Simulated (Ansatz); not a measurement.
A computed series for NiSi: pressure series

Consider NiSi (space group Pnma, No. 62; a = 5.190 Å, b = 3.350 Å, c = 5.624 Å; non-magnetic).

Cell and atoms are relaxed at each pressure.

Levels (all Ansatz, a first-principles code, PAW): PBE (420 eV, no SOC); r2SCAN (500 eV, without spin-orbit coupling).

The base cell above is that of PBE; each level relaxes its own structures.

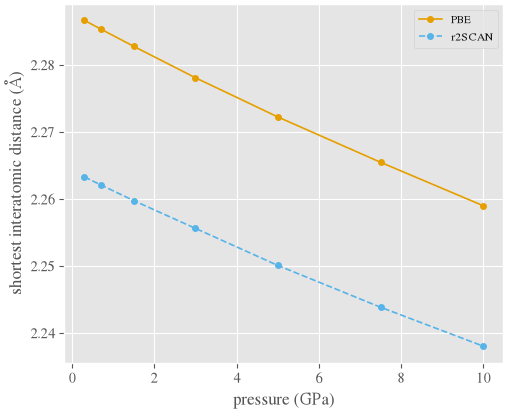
*Shortest interatomic distance under two levels*

Task: How do the two levels compare along the series?

Result: PBE lies above r2SCAN in every row, by 0.021 Å to 0.023 Å. They put the cases in the same order.

Load acts through the strain it causes; cell and atoms are relaxed under it. Stability against distortions was not tested. Competing high-pressure phases were not computed. Seeded moments were not kept for the base. The final runs are not spin-polarised.
